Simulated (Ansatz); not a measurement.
**BClH₄Si (SMILES B[SiH2]Cl): density, localisation and related maps**

Input

```
crystal:
  periodic: [false, false, false]
  atoms:
    - {symbol: B, position_ang: [0.225885, -2.077979, 2.513234]}
    - {symbol: Cl, position_ang: [-2.637577, -0.696340, 1.268738]}
    - {symbol: Si, position_ang: [-0.566037, -0.572605, 1.448713]}
    - {symbol: H, position_ang: [-0.431757, -2.957372, 2.993586]}
    - {symbol: H, position_ang: [1.416606, -2.094908, 2.674293]}
    - {symbol: H, position_ang: [-0.003787, -0.562387, 0.064828]}
    - {symbol: H, position_ang: [-0.257053, 0.739168, 2.093004]}
basis:
  gaussian: {orbitals: def2-TZVPD}
hamiltonian: {xc: pbe0}
output: {forces: true, orbitals: {seedname: orbitals}}
```

Launched as:

```sh
ansatz run input.yaml --threads 1 --pin off --max-ram 2610MiB --events-out events.jsonl --progress --plain --runs-dir runs
```

Geometry: PBE0-D3(BJ)/pcseg-1.

The calculation used isolated molecule in a Gaussian basis; Kohn-Sham density functional theory, functional PBE0 (Ansatz).

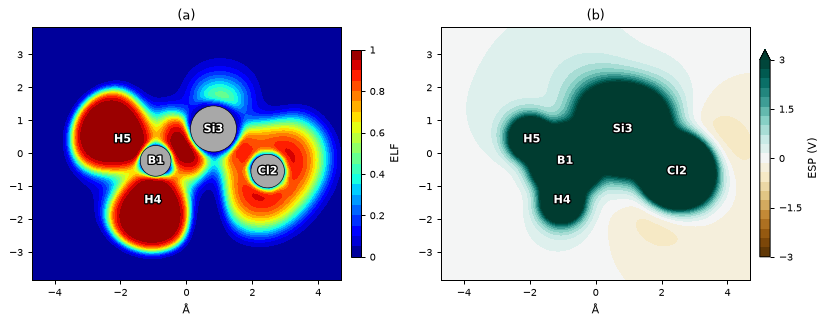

Figure 1. (a) electron localisation function; (b) molecular electrostatic potential on the plane of atoms Si3, B1 and H5. Grey discs cover the atomic cores in the ELF map.

**What do the fields say about this system?**

- Atoms in the plane: B, Cl, Si and H.
- Si–B (2.01 Å): the ELF peaks at about 1 between the atoms: a shared electron pair.
- Si–Cl (2.08 Å): the ELF peaks at about 0.85 between the atoms; a shared but strongly polarised pair.
- B–H (1.20 Å): the ELF climbs to about 1 towards the hydrogen, as it does in any bond to H; a covalent bond by its length.
- The ELF also peaks beside Cl2, away from the bonds: lone-pair regions.
- Outside the dense part of the molecule the potential is most negative (−0.5 V) near Cl2.

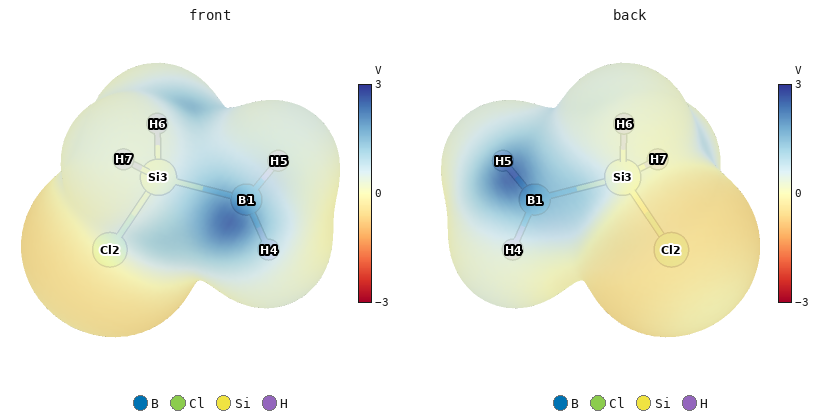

Figure 2. The molecular electrostatic potential painted on the density surface at 0.002 e/bohr³, seen from the front and from behind; the colour scale runs from red (negative) to blue (positive).

**Describe the electrostatic potential map.**

The most negative region (about −0.5 V, or −12 kcal/mol for a unit charge) lies over Cl2, the most positive (about +2.4 V, or +55 kcal/mol for a unit charge) over B1.

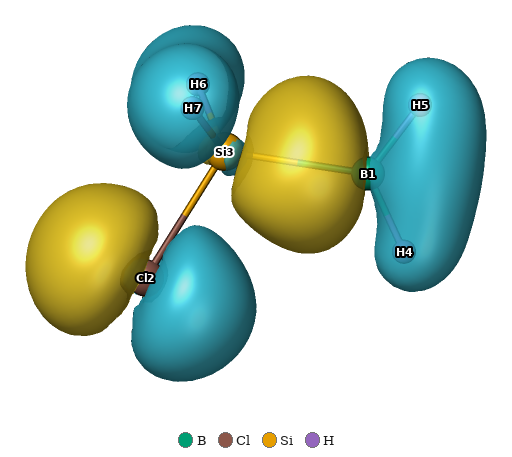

Figure 3. The HOMO at ±0.08 Å⁻³ᐟ² (yellow and cyan are the two phases), seen across its widest extent.

**What is the character of this orbital?**

It lies mainly on Cl2 (about 35 %), B1 (about 25 %) and Si3 (about 20 %). Its energy is −8.35 eV.

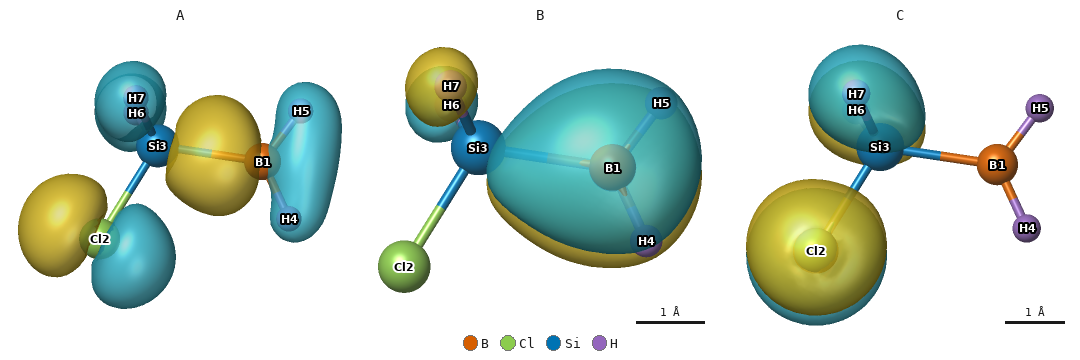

Figure 4. Three frontier orbitals at ±0.1 Å⁻³ᐟ² (yellow and cyan are the two phases), in no order.

**Order the three orbitals by energy and name them.**

C is the HOMO−1 (−8.89 eV). It lies mainly on Cl2 (about 65 %), Si3 (about 15 %), H7 (about 10 %) and H6 (about 10 %); largely a lone pair of Cl2. A is the HOMO (−8.35 eV). Its weight (Hirshfeld) is mainly on Cl2 (about 35 %), B1 (about 25 %) and Si3 (about 20 %). B is the LUMO (−2.80 eV). By Hirshfeld shares it lies mainly on B1 (about 65 %), Si3 (about 20 %), H4 (about 5 %) and H5 (about 5 %).

**What is the HOMO–LUMO gap?**

5.55 eV between the orbital energies.
